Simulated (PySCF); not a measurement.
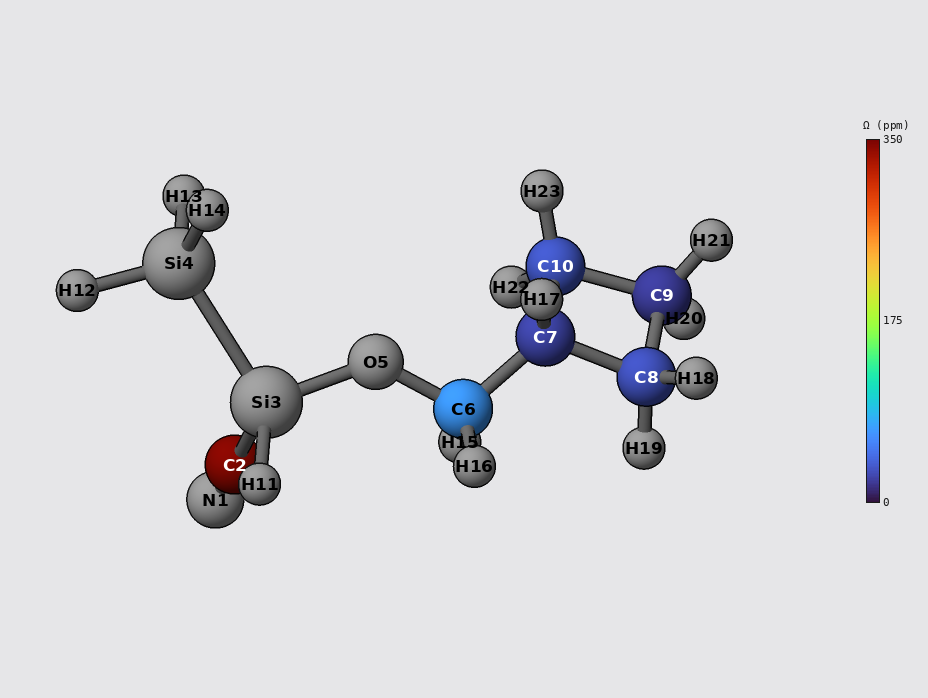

The C atoms are coloured by the span of their shielding tensor. The geometry was computed by an optimisation with GFN2-xTB. No frequency run is at hand to confirm it as a minimum. Properties computed with GIAO PBE0/pcSseg-1 NMR shielding, non-relativistic, gas phase (PySCF 2.14.0). Principal shieldings σ11 ≤ σ22 ≤ σ33, span Ω = σ33 − σ11, skew κ = 3(σiso − σ22)/Ω.

> Which C atom has the most anisotropic shielding?

C2, with a span of 343 ppm.

Give the shielding tensors of the C atoms.

| atom | σ11 | σ22 | σ33 | σiso | Ω | κ |
| --- | --- | --- | --- | --- | --- | --- |
| C2 | −53.8 | −50.8 | 288.7 | 61.4 | 342.6 | 0.98 |
| C6 | 80.6 | 100.8 | 150.5 | 110.6 | 69.9 | 0.42 |
| C7 | 135.0 | 152.6 | 162.1 | 149.9 | 27.1 | −0.30 |
| C8 | 150.6 | 160.9 | 183.9 | 165.1 | 33.3 | 0.38 |
| C9 | 160.5 | 166.2 | 183.5 | 170.1 | 23.1 | 0.50 |
| C10 | 144.6 | 152.9 | 180.8 | 159.4 | 36.2 | 0.54 |

Shieldings and span in ppm.

The geometry is semi-empirical. Around Si such bond lengths and angles can be off by a tenth of an ångström or more and by several degrees, and values that hang on the shape move with them.
